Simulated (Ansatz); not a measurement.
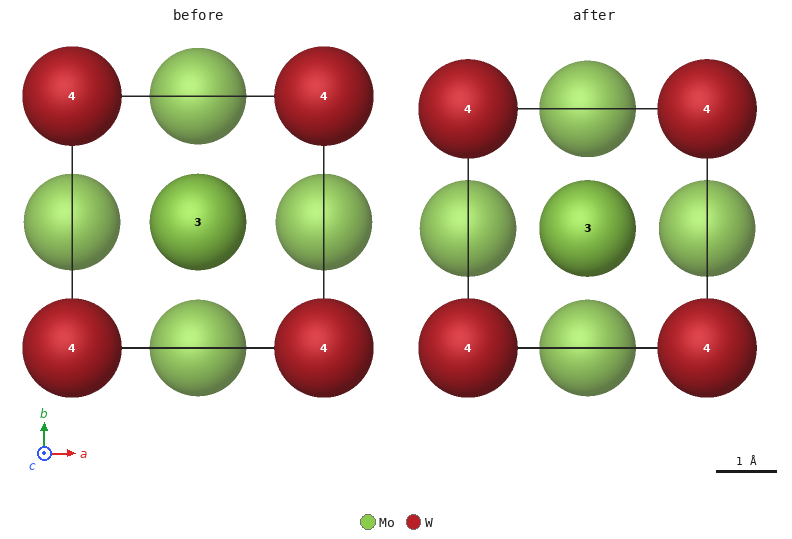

The structure of solid Mo3W (a generated structure, set up in Pm-3m) (coarse preliminary run) before (left) and after (right) a relaxation, at one scale.

Style: spheres-only. Shown: the cell of the calculation, along the c axis.

All numbers below come from DFT PBE, scalar-relativistic, plane waves, PAW in Ansatz 0.2.0.

Input
```yaml
crystal:
  lattice:
    - [4.23418787, 0.0, 0.0]
    - [0.0, 4.23418787, 0.0]
    - [0.0, 0.0, 4.23418787]
  atoms:
    - { symbol: Mo, position: [0.0, 0.5, 0.5] }
    - { symbol: Mo, position: [0.5, 0.0, 0.5] }
    - { symbol: Mo, position: [0.5, 0.5, 0.0] }
    - { symbol: W, position: [0.0, 0.0, 0.0] }
basis:
  ecutwfc: 420
kpoints:
  mp_grid: { grid: [4, 4, 4] }
hamiltonian:
  xc: pbe
scf:
  occupations: { method: gaussian, width: 0.1 }
  lower_state_search: "off"
output:
  forces: true
  stress: true
  eigenvalues: true
relax:
  adjacent_minimum: "off"
  f_tol: 0.04
  max_steps: 70
  cell: { stress_tol: 0.4 }
```

Launched with:
```bash
ansatz run input.yaml --threads 1 --pin off --max-ram 2560MiB --backend cpu --events-out ev --progress --plain --runs-dir out
```

### Summarise the run.

No atom moves by more than 0.005 Å relative to the cell. The volume changes by −14.5 %, with a = b = c 4.234 → 4.018 Å (−5.1 %). Some distances before and after: Mo1–W4 2.994 → 2.841 Å, Mo1–Mo2 2.994 → 2.841 Å. The space group stays Pm-3m (No. 221). After 3 accepted moves (4 points after the start) the energy has fallen by 1.113 eV per cell of the calculation. All forces vanish by symmetry, so only the cell relaxes. Pressure: −28.24 GPa at the start and −0.01 GPa at the end. The SCF was repeated once at an unchanged geometry on a basis and grid sized afresh for the cell, which shifted the energy by 2.7 meV per cell of the calculation at most.

Limits of the set-up: the k-point mesh is coarse for a cell with partly filled bands.
